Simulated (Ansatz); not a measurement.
In₂Si₂O₇ (space group C2/m)

```cif
data_In4O14Si4
_chemical_formula_sum 'In4 Si4 O14'
_space_group_name_H-M_alt 'C2/m'
_space_group_IT_number 12
_space_group_name_Hall '-C 2y'
_cell_length_a 6.63202
_cell_length_b 8.64956
_cell_length_c 4.72513
_cell_angle_alpha 90.000
_cell_angle_beta 102.670
_cell_angle_gamma 90.000
loop_
_atom_site_label
_atom_site_type_symbol
_atom_site_symmetry_multiplicity
_atom_site_Wyckoff_symbol
_atom_site_fract_x
_atom_site_fract_y
_atom_site_fract_z
_atom_site_occupancy
In1 In 4 g 0.00000 0.30760 0.00000 1
Si1 Si 4 i 0.22170 0.00000 0.40975 1
O1 O 8 j 0.23568 0.15678 0.21860 1
O2 O 2 c 0.50000 0.50000 0.50000 1
O3 O 4 i 0.10785 0.50000 0.28250 1
```
(The calculation used a cell of 11 atoms; values per cell refer to that cell.)

This relaxed cell (volume V₀) is scaled evenly in all directions, its shape held. The atoms relax within the cell's symmetry.

Method: PBEsol (plane waves to 420 eV, PAW, scalar-relativistic; Ansatz, a quantum-chemistry and plane-wave program). k mesh 5×5×6 (Γ-centred), Fermi-Dirac smearing 0.05 eV. E stands for the smeared free energy. With the shape held, the modulus is that of even scaling; a crystal free to change shape is softer. In2Si2O7 was relaxed with its symmetry unable to fall. ΔE is measured from the relaxed starting cell.

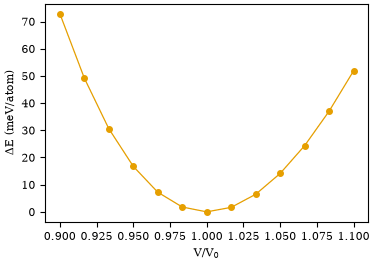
ΔE (meV/atom) against V/V₀; markers are the computed points, lines only join them.

**Question.** What is ΔE at V/V₀ = 1.100?

**Answer.** About 52 meV/atom.

**Question.** What is ΔE at V/V₀ = 0.900?

**Answer.** About 73 meV/atom.

**Question.** What bulk modulus at fixed cell shape B₀ follows from a third-order Birch-Murnaghan fit?

**Answer.** About 160 GPa.

(Under strain, the slope of the energy per volume gives the stress and its curvature an elastic modulus.)
